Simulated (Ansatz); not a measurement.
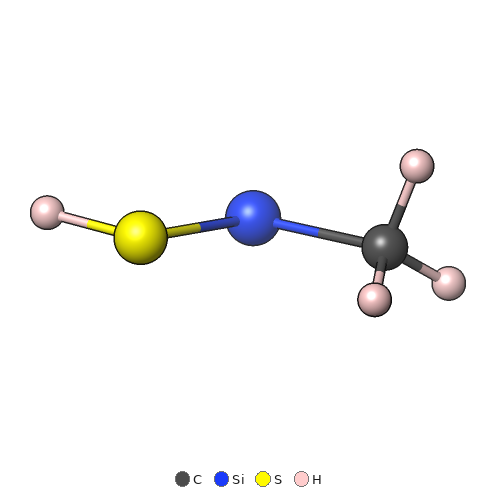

The geometry was computed by an optimisation with PBE0-D4/def2-TZVP. No frequency run is at hand to confirm it as a minimum.

Give the structural formula.

SMILES: C[Si]S

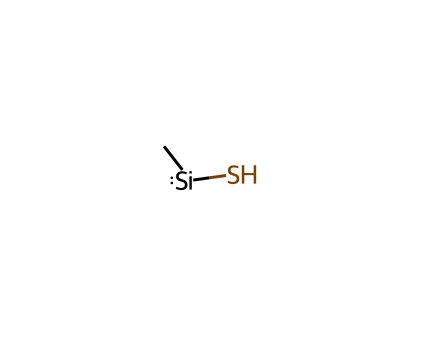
